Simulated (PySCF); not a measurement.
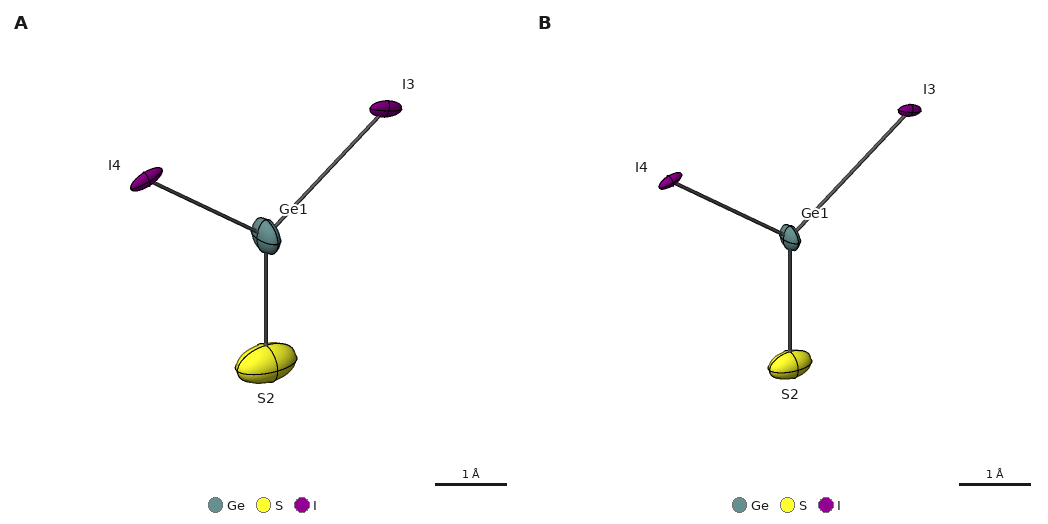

Displacement ellipsoids at the 50 % level, scaled by 2, from the internal vibrations of the free molecule (harmonic, no overall translation or rotation; no half-axis is drawn under 0.075 Å). Vibrations computed with RKS-based PBE0, Ge def2-SVP, S def2-SVP, I def2-SVP with ECP28; scalar-relativistic core potentials; density fitting (PySCF 2.14.0). One panel is for 298 K, the other for 600 K.

Which panel is for 600 K?

A.

How much does the mean-square displacement of I3 grow, and why?

U_eq goes from 0.0016 to 0.0033 Å², a factor of 2.0. Modes below kT (417 cm⁻¹ at 600 K) grow about in proportion to T, and the lowest lies at 75 cm⁻¹; the mean-square amplitude of a mode is its zero-point value times coth(ħω/2kT), which comes close to 1 only above about 3kT.
